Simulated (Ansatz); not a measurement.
**Run report: CH5BO, molecular dynamics (part 1 of 3)**

The run: molecular dynamics of CH5BO. Method and program: UKS PBE0-D4/6-31G (Ansatz 0.2.0).

It belongs to a series of runs on one base structure; here: dynamics from the start. Figures and captions count atoms from 1; the log counts them from 0 in places.

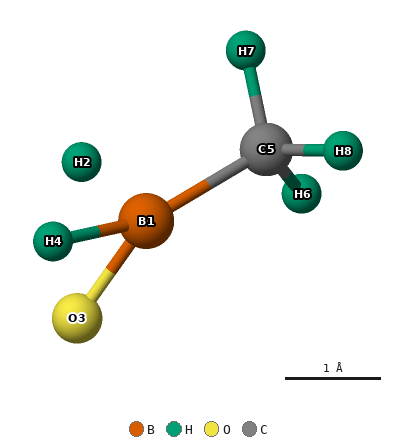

**Figure 1.** The structure as given in the input (ball-and-stick view, seen at an oblique angle; atoms are numbered from 1 in the order of the input).

### Input
```yaml
crystal:
  periodic: [false, false, false]
  atoms:
    - { symbol: B, position_ang: [0.1733, -0.3657, -0.4349] }
    - { symbol: H, position_ang: [0.1187, 0.5258, -1.6631] }
    - { symbol: O, position_ang: [0.5381, -1.4667, -0.951] }
    - { symbol: H, position_ang: [0.3657, -0.4278, -1.691] }
    - { symbol: C, position_ang: [-0.2214, 0.3065, 0.9305] }
    - { symbol: H, position_ang: [-0.0737, -0.3773, 1.7616] }
    - { symbol: H, position_ang: [0.3663, 1.2005, 1.1206] }
    - { symbol: H, position_ang: [-1.2669, 0.6048, 0.9272] }
magnetization:
  spin_polarized: true
basis:
  gaussian: { orbitals: "6-31G" }
hamiltonian:
  xc: pbe0
  dispersion: d4
md:
  timestep: 0.5
  n_steps: 150
  ensemble: nve
  temperature: 1000.0
  initial_velocities: maxwell_boltzmann
  seed: 507786
```

Hardware: 1 thread of AMD EPYC (Zen 3), 12 GiB of memory available, shared host.

Launch command:
```bash
ansatz run input.yaml --threads 1 --pin off --max-ram 2048MiB --backend cpu --events-out ev --progress --plain --runs-dir out
```

### Log
```
Engine: ansatz 0.2.0, x86_64-unknown-linux-gnu
Functional definition: PBE0
  parameter a = 0.25
  parameter kappa = 0.804
  parameter beta = 0.06672455060314922
  exchange = (1 - a)*pbe_x(kappa = kappa, mu = beta*pi^2/3) + a*exact_x
  correlation = pbe_c(beta = beta)
532 factors; integrals over basis functions are off by at most 3.6e-4 eV
mean field evaluation 1: about -3827.6016 eV, gradient 4.0e1 eV
mean field evaluation 2: about -3808.3504 eV, gradient 7.9e1 eV
mean field evaluation 4: about -3834.2288 eV, gradient 2.6e0 eV
mean field evaluation 8: about -3834.2945 eV, gradient 4.9e-2 eV
mean field -3834.29456107 eV, -140.9077261412 hartree, gradient 5.9e-5 eV, S^2 0.000000; 0 other end points of the search recorded, 0 dependent functions left out
the calculation of the forces begins
reference -3834.29457580 eV, -140.9077266824 hartree; 12, 12 occupied and 25, 25 virtual orbitals, 532 factors
md step     0: t =     0.00 fs  T =  1000.0 K  F+E_penalty+E_count = -3834.37181786 eV  E_kin = 0.775560 eV  conserved = -3833.59625787 eV  (27 SCF iters)
these checks for a lower state are left out or cut short: starts, cluster_reference, orbital_swaps, neighbouring_geometries, increment
532 factors; integrals over basis functions are off by at most 3.6e-4 eV
mean field evaluation 16: about -3834.2612 eV, gradient 1.0e0 eV
mean field -3834.30443039 eV, -140.9080888319 hartree, gradient 6.4e-6 eV, S^2 0.000000; 0 other end points of the search recorded, 0 dependent functions left out
the calculation of the forces begins
reference -3834.30444510 eV, -140.9080893727 hartree; 12, 12 occupied and 25, 25 virtual orbitals, 532 factors
md step     1: t =     0.50 fs  T =  1012.8 K  F+E_penalty+E_count = -3834.38149028 eV  E_kin = 0.785482 eV  conserved = -3833.59600826 eV  (31 SCF iters, 3 dispersion substeps)
[... from here on the SCF iterations and repeated set-up lines of each step are left out, up to the last step ...]
md step     2: t =     1.00 fs  T =   978.0 K  F+E_penalty+E_count = -3834.35350724 eV  E_kin = 0.758488 eV  conserved = -3833.59501959 eV  (32 SCF iters, 3 dispersion substeps)
md step     3: t =     1.50 fs  T =   913.6 K  F+E_penalty+E_count = -3834.30227736 eV  E_kin = 0.708518 eV  conserved = -3833.59375950 eV  (32 SCF iters, 3 dispersion substeps)
md step     4: t =     2.00 fs  T =   843.0 K  F+E_penalty+E_count = -3834.24659881 eV  E_kin = 0.653823 eV  conserved = -3833.59277598 eV  (33 SCF iters, 3 dispersion substeps)
md step     5: t =     2.50 fs  T =   785.0 K  F+E_penalty+E_count = -3834.20121781 eV  E_kin = 0.608782 eV  conserved = -3833.59243620 eV  (32 SCF iters, 3 dispersion substeps)
md step     6: t =     3.00 fs  T =   746.0 K  F+E_penalty+E_count = -3834.17126961 eV  E_kin = 0.578572 eV  conserved = -3833.59269754 eV  (32 SCF iters, 3 dispersion substeps)
md step     7: t =     3.50 fs  T =   721.6 K  F+E_penalty+E_count = -3834.15283385 eV  E_kin = 0.559636 eV  conserved = -3833.59319827 eV  (32 SCF iters, 3 dispersion substeps)
md step     8: t =     4.00 fs  T =   702.2 K  F+E_penalty+E_count = -3834.13821642 eV  E_kin = 0.544613 eV  conserved = -3833.59360335 eV  (33 SCF iters, 3 dispersion substeps)
md step     9: t =     4.50 fs  T =   679.0 K  F+E_penalty+E_count = -3834.12044241 eV  E_kin = 0.526620 eV  conserved = -3833.59382264 eV  (31 SCF iters, 3 dispersion substeps)
md step    10: t =     5.00 fs  T =   645.5 K  F+E_penalty+E_count = -3834.09452639 eV  E_kin = 0.500638 eV  conserved = -3833.59388832 eV  (34 SCF iters, 3 dispersion substeps)
md step    11: t =     5.50 fs  T =   599.0 K  F+E_penalty+E_count = -3834.05849399 eV  E_kin = 0.464570 eV  conserved = -3833.59392353 eV  (34 SCF iters, 3 dispersion substeps)
md step    12: t =     6.00 fs  T =   539.2 K  F+E_penalty+E_count = -3834.01213972 eV  E_kin = 0.418209 eV  conserved = -3833.59393048 eV  (34 SCF iters, 3 dispersion substeps)
md step    13: t =     6.50 fs  T =   468.0 K  F+E_penalty+E_count = -3833.95668267 eV  E_kin = 0.362995 eV  conserved = -3833.59368774 eV  (34 SCF iters, 3 dispersion substeps)
md step    14: t =     7.00 fs  T =   393.3 K  F+E_penalty+E_count = -3833.89790354 eV  E_kin = 0.305034 eV  conserved = -3833.59286968 eV  (34 SCF iters, 3 dispersion substeps)
md step    15: t =     7.50 fs  T =   334.1 K  F+E_penalty+E_count = -3833.85050336 eV  E_kin = 0.259115 eV  conserved = -3833.59138842 eV  (33 SCF iters, 3 dispersion substeps)
md step    16: t =     8.00 fs  T =   320.7 K  F+E_penalty+E_count = -3833.83852914 eV  E_kin = 0.248745 eV  conserved = -3833.58978438 eV  (29 SCF iters, 3 dispersion substeps)
md step    17: t =     8.50 fs  T =   383.7 K  F+E_penalty+E_count = -3833.88667972 eV  E_kin = 0.297555 eV  conserved = -3833.58912487 eV  (34 SCF iters, 3 dispersion substeps)
md step    18: t =     9.00 fs  T =   534.5 K  F+E_penalty+E_count = -3834.00464723 eV  E_kin = 0.414501 eV  conserved = -3833.59014630 eV  (34 SCF iters, 3 dispersion substeps)
md step    19: t =     9.50 fs  T =   753.0 K  F+E_penalty+E_count = -3834.17648380 eV  E_kin = 0.583972 eV  conserved = -3833.59251202 eV  (31 SCF iters, 3 dispersion substeps)
md step    20: t =    10.00 fs  T =   993.8 K  F+E_penalty+E_count = -3834.36569416 eV  E_kin = 0.770727 eV  conserved = -3833.59496738 eV  (30 SCF iters, 3 dispersion substeps)
md step    21: t =    10.50 fs  T =  1213.2 K  F+E_penalty+E_count = -3834.53758352 eV  E_kin = 0.940884 eV  conserved = -3833.59669998 eV  (31 SCF iters, 3 dispersion substeps)
md step    22: t =    11.00 fs  T =  1381.4 K  F+E_penalty+E_count = -3834.66891012 eV  E_kin = 1.071397 eV  conserved = -3833.59751355 eV  (31 SCF iters, 3 dispersion substeps)
md step    23: t =    11.50 fs  T =  1483.7 K  F+E_penalty+E_count = -3834.74803080 eV  E_kin = 1.150703 eV  conserved = -3833.59732751 eV  (30 SCF iters, 3 dispersion substeps)
md step    24: t =    12.00 fs  T =  1528.1 K  F+E_penalty+E_count = -3834.78112759 eV  E_kin = 1.185135 eV  conserved = -3833.59599288 eV  (30 SCF iters, 3 dispersion substeps)
md step    25: t =    12.50 fs  T =  1547.3 K  F+E_penalty+E_count = -3834.79341957 eV  E_kin = 1.200002 eV  conserved = -3833.59341775 eV  (30 SCF iters, 3 dispersion substeps)
md step    26: t =    13.00 fs  T =  1593.6 K  F+E_penalty+E_count = -3834.82686517 eV  E_kin = 1.235966 eV  conserved = -3833.59089879 eV  (30 SCF iters, 3 dispersion substeps)
md step    27: t =    13.50 fs  T =  1711.5 K  F+E_penalty+E_count = -3834.91851870 eV  E_kin = 1.327375 eV  conserved = -3833.59114377 eV  (31 SCF iters, 3 dispersion substeps)
md step    28: t =    14.00 fs  T =  1894.5 K  F+E_penalty+E_count = -3835.06370360 eV  E_kin = 1.469280 eV  conserved = -3833.59442384 eV  (30 SCF iters, 3 dispersion substeps)
md step    29: t =    14.50 fs  T =  2084.2 K  F+E_penalty+E_count = -3835.21386874 eV  E_kin = 1.616385 eV  conserved = -3833.59748352 eV  (30 SCF iters, 3 dispersion substeps)
md step    30: t =    15.00 fs  T =  2221.9 K  F+E_penalty+E_count = -3835.32131766 eV  E_kin = 1.723205 eV  conserved = -3833.59811273 eV  (31 SCF iters, 3 dispersion substeps)
md step    31: t =    15.50 fs  T =  2289.6 K  F+E_penalty+E_count = -3835.37262140 eV  E_kin = 1.775729 eV  conserved = -3833.59689275 eV  (31 SCF iters, 3 dispersion substeps)
md step    32: t =    16.00 fs  T =  2305.8 K  F+E_penalty+E_count = -3835.38350820 eV  E_kin = 1.788286 eV  conserved = -3833.59522181 eV  (31 SCF iters, 3 dispersion substeps)
md step    33: t =    16.50 fs  T =  2301.6 K  F+E_penalty+E_count = -3835.37897657 eV  E_kin = 1.785037 eV  conserved = -3833.59393941 eV  (31 SCF iters, 3 dispersion substeps)
md step    34: t =    17.00 fs  T =  2303.2 K  F+E_penalty+E_count = -3835.37941985 eV  E_kin = 1.786234 eV  conserved = -3833.59318603 eV  (30 SCF iters, 3 dispersion substeps)
md step    35: t =    17.50 fs  T =  2326.8 K  F+E_penalty+E_count = -3835.39732493 eV  E_kin = 1.804570 eV  conserved = -3833.59275502 eV  (28 SCF iters, 3 dispersion substeps)
md step    36: t =    18.00 fs  T =  2382.6 K  F+E_penalty+E_count = -3835.44031647 eV  E_kin = 1.847839 eV  conserved = -3833.59247755 eV  (32 SCF iters, 3 dispersion substeps)
md step    37: t =    18.50 fs  T =  2477.0 K  F+E_penalty+E_count = -3835.51366541 eV  E_kin = 1.921062 eV  conserved = -3833.59260351 eV  (32 SCF iters, 3 dispersion substeps)
md step    38: t =    19.00 fs  T =  2607.0 K  F+E_penalty+E_count = -3835.61554398 eV  E_kin = 2.021898 eV  conserved = -3833.59364550 eV  (33 SCF iters, 3 dispersion substeps)
md step    39: t =    19.50 fs  T =  2752.1 K  F+E_penalty+E_count = -3835.72992630 eV  E_kin = 2.134426 eV  conserved = -3833.59550014 eV  (32 SCF iters, 3 dispersion substeps)
md step    40: t =    20.00 fs  T =  2880.3 K  F+E_penalty+E_count = -3835.83060220 eV  E_kin = 2.233834 eV  conserved = -3833.59676823 eV  (31 SCF iters, 3 dispersion substeps)
md step    41: t =    20.50 fs  T =  2973.4 K  F+E_penalty+E_count = -3835.90197558 eV  E_kin = 2.306059 eV  conserved = -3833.59591627 eV  (31 SCF iters, 3 dispersion substeps)
md step    42: t =    21.00 fs  T =  3047.5 K  F+E_penalty+E_count = -3835.95776193 eV  E_kin = 2.363482 eV  conserved = -3833.59427966 eV  (31 SCF iters, 3 dispersion substeps)
md step    43: t =    21.50 fs  T =  3126.7 K  F+E_penalty+E_count = -3836.01987165 eV  E_kin = 2.424918 eV  conserved = -3833.59495341 eV  (31 SCF iters, 3 dispersion substeps)
md step    44: t =    22.00 fs  T =  3198.2 K  F+E_penalty+E_count = -3836.07755413 eV  E_kin = 2.480415 eV  conserved = -3833.59713896 eV  (31 SCF iters, 3 dispersion substeps)
md step    45: t =    22.50 fs  T =  3223.9 K  F+E_penalty+E_count = -3836.09794470 eV  E_kin = 2.500325 eV  conserved = -3833.59761955 eV  (32 SCF iters, 3 dispersion substeps)
md step    46: t =    23.00 fs  T =  3190.0 K  F+E_penalty+E_count = -3836.07008340 eV  E_kin = 2.474056 eV  conserved = -3833.59602779 eV  (33 SCF iters, 3 dispersion substeps)
md step    47: t =    23.50 fs  T =  3119.8 K  F+E_penalty+E_count = -3836.01365157 eV  E_kin = 2.419588 eV  conserved = -3833.59406370 eV  (32 SCF iters, 3 dispersion substeps)
md step    48: t =    24.00 fs  T =  3048.0 K  F+E_penalty+E_count = -3835.95669748 eV  E_kin = 2.363896 eV  conserved = -3833.59280175 eV  (33 SCF iters, 3 dispersion substeps)
md step    49: t =    24.50 fs  T =  2999.4 K  F+E_penalty+E_count = -3835.91847594 eV  E_kin = 2.326236 eV  conserved = -3833.59224040 eV  (32 SCF iters, 3 dispersion substeps)
md step    50: t =    25.00 fs  T =  2985.3 K  F+E_penalty+E_count = -3835.90726272 eV  E_kin = 2.315243 eV  conserved = -3833.59201981 eV  (32 SCF iters, 3 dispersion substeps)
md step    51: t =    25.50 fs  T =  3008.7 K  F+E_penalty+E_count = -3835.92554245 eV  E_kin = 2.333456 eV  conserved = -3833.59208688 eV  (33 SCF iters, 3 dispersion substeps)
md step    52: t =    26.00 fs  T =  3067.2 K  F+E_penalty+E_count = -3835.97149619 eV  E_kin = 2.378778 eV  conserved = -3833.59271832 eV  (32 SCF iters, 3 dispersion substeps)
md step    53: t =    26.50 fs  T =  3146.8 K  F+E_penalty+E_count = -3836.03468123 eV  E_kin = 2.440547 eV  conserved = -3833.59413447 eV  (30 SCF iters, 3 dispersion substeps)
md step    54: t =    27.00 fs  T =  3220.0 K  F+E_penalty+E_count = -3836.09324209 eV  E_kin = 2.497327 eV  conserved = -3833.59591460 eV  (32 SCF iters, 3 dispersion substeps)
md step    55: t =    27.50 fs  T =  3256.4 K  F+E_penalty+E_count = -3836.12221887 eV  E_kin = 2.525518 eV  conserved = -3833.59670045 eV  (31 SCF iters, 3 dispersion substeps)
md step    56: t =    28.00 fs  T =  3248.7 K  F+E_penalty+E_count = -3836.11454188 eV  E_kin = 2.519575 eV  conserved = -3833.59496660 eV  (31 SCF iters, 3 dispersion substeps)
md step    57: t =    28.50 fs  T =  3234.8 K  F+E_penalty+E_count = -3836.10044578 eV  E_kin = 2.508780 eV  conserved = -3833.59166529 eV  (31 SCF iters, 3 dispersion substeps)
md step    58: t =    29.00 fs  T =  3273.9 K  F+E_penalty+E_count = -3836.12977823 eV  E_kin = 2.539134 eV  conserved = -3833.59064470 eV  (32 SCF iters, 3 dispersion substeps)
md step    59: t =    29.50 fs  T =  3385.2 K  F+E_penalty+E_count = -3836.21836804 eV  E_kin = 2.625460 eV  conserved = -3833.59290852 eV  (31 SCF iters, 3 dispersion substeps)
md step    60: t =    30.00 fs  T =  3531.4 K  F+E_penalty+E_count = -3836.33402366 eV  E_kin = 2.738841 eV  conserved = -3833.59518277 eV  (31 SCF iters, 3 dispersion substeps)
md step    61: t =    30.50 fs  T =  3667.2 K  F+E_penalty+E_count = -3836.43999300 eV  E_kin = 2.844118 eV  conserved = -3833.59587514 eV  (32 SCF iters, 3 dispersion substeps)
md step    62: t =    31.00 fs  T =  3771.3 K  F+E_penalty+E_count = -3836.52088196 eV  E_kin = 2.924861 eV  conserved = -3833.59602105 eV  (31 SCF iters, 3 dispersion substeps)
md step    63: t =    31.50 fs  T =  3836.8 K  F+E_penalty+E_count = -3836.57203319 eV  E_kin = 2.975700 eV  conserved = -3833.59633284 eV  (31 SCF iters, 3 dispersion substeps)
md step    64: t =    32.00 fs  T =  3858.8 K  F+E_penalty+E_count = -3836.58917407 eV  E_kin = 2.992737 eV  conserved = -3833.59643671 eV  (31 SCF iters, 3 dispersion substeps)
md step    65: t =    32.50 fs  T =  3837.5 K  F+E_penalty+E_count = -3836.57198545 eV  E_kin = 2.976221 eV  conserved = -3833.59576443 eV  (31 SCF iters, 3 dispersion substeps)
md step    66: t =    33.00 fs  T =  3787.1 K  F+E_penalty+E_count = -3836.53149592 eV  E_kin = 2.937106 eV  conserved = -3833.59439001 eV  (31 SCF iters, 3 dispersion substeps)
md step    67: t =    33.50 fs  T =  3733.7 K  F+E_penalty+E_count = -3836.48889524 eV  E_kin = 2.895704 eV  conserved = -3833.59319147 eV  (30 SCF iters, 3 dispersion substeps)
md step    68: t =    34.00 fs  T =  3699.2 K  F+E_penalty+E_count = -3836.46221262 eV  E_kin = 2.868975 eV  conserved = -3833.59323715 eV  (31 SCF iters, 3 dispersion substeps)
md step    69: t =    34.50 fs  T =  3682.9 K  F+E_penalty+E_count = -3836.45093483 eV  E_kin = 2.856293 eV  conserved = -3833.59464158 eV  (31 SCF iters, 3 dispersion substeps)
md step    70: t =    35.00 fs  T =  3661.9 K  F+E_penalty+E_count = -3836.43593416 eV  E_kin = 2.840015 eV  conserved = -3833.59591965 eV  (31 SCF iters, 3 dispersion substeps)
md step    71: t =    35.50 fs  T =  3619.8 K  F+E_penalty+E_count = -3836.40224454 eV  E_kin = 2.807347 eV  conserved = -3833.59489707 eV  (31 SCF iters, 3 dispersion substeps)
md step    72: t =    36.00 fs  T =  3580.2 K  F+E_penalty+E_count = -3836.36843926 eV  E_kin = 2.776671 eV  conserved = -3833.59176822 eV  (30 SCF iters, 3 dispersion substeps)
md step    73: t =    36.50 fs  T =  3596.6 K  F+E_penalty+E_count = -3836.37985851 eV  E_kin = 2.789371 eV  conserved = -3833.59048789 eV  (27 SCF iters, 3 dispersion substeps)
md step    74: t =    37.00 fs  T =  3687.8 K  F+E_penalty+E_count = -3836.45325007 eV  E_kin = 2.860072 eV  conserved = -3833.59317847 eV  (32 SCF iters, 3 dispersion substeps)
md step    75: t =    37.50 fs  T =  3806.5 K  F+E_penalty+E_count = -3836.54866190 eV  E_kin = 2.952131 eV  conserved = -3833.59653098 eV  (31 SCF iters, 3 dispersion substeps)
md step    76: t =    38.00 fs  T =  3888.8 K  F+E_penalty+E_count = -3836.61357522 eV  E_kin = 3.015983 eV  conserved = -3833.59759237 eV  (31 SCF iters, 3 dispersion substeps)
md step    77: t =    38.50 fs  T =  3907.1 K  F+E_penalty+E_count = -3836.62697107 eV  E_kin = 3.030215 eV  conserved = -3833.59675585 eV  (32 SCF iters, 3 dispersion substeps)
md step    78: t =    39.00 fs  T =  3871.6 K  F+E_penalty+E_count = -3836.59798186 eV  E_kin = 3.002627 eV  conserved = -3833.59535465 eV  (32 SCF iters, 3 dispersion substeps)
md step    79: t =    39.50 fs  T =  3807.6 K  F+E_penalty+E_count = -3836.54707052 eV  E_kin = 2.953027 eV  conserved = -3833.59404345 eV  (33 SCF iters, 3 dispersion substeps)
md step    80: t =    40.00 fs  T =  3741.4 K  F+E_penalty+E_count = -3836.49458560 eV  E_kin = 2.901644 eV  conserved = -3833.59294178 eV  (33 SCF iters, 3 dispersion substeps)
md step    81: t =    40.50 fs  T =  3694.4 K  F+E_penalty+E_count = -3836.45742964 eV  E_kin = 2.865201 eV  conserved = -3833.59222860 eV  (33 SCF iters, 3 dispersion substeps)
md step    82: t =    41.00 fs  T =  3679.2 K  F+E_penalty+E_count = -3836.44589557 eV  E_kin = 2.853466 eV  conserved = -3833.59242918 eV  (33 SCF iters, 3 dispersion substeps)
md step    83: t =    41.50 fs  T =  3690.3 K  F+E_penalty+E_count = -3836.45605288 eV  E_kin = 2.862021 eV  conserved = -3833.59403175 eV  (33 SCF iters, 3 dispersion substeps)
md step    84: t =    42.00 fs  T =  3696.5 K  F+E_penalty+E_count = -3836.46353144 eV  E_kin = 2.866872 eV  conserved = -3833.59665902 eV  (33 SCF iters, 3 dispersion substeps)
md step    85: t =    42.50 fs  T =  3652.2 K  F+E_penalty+E_count = -3836.43103108 eV  E_kin = 2.832477 eV  conserved = -3833.59855419 eV  (32 SCF iters, 3 dispersion substeps)
```
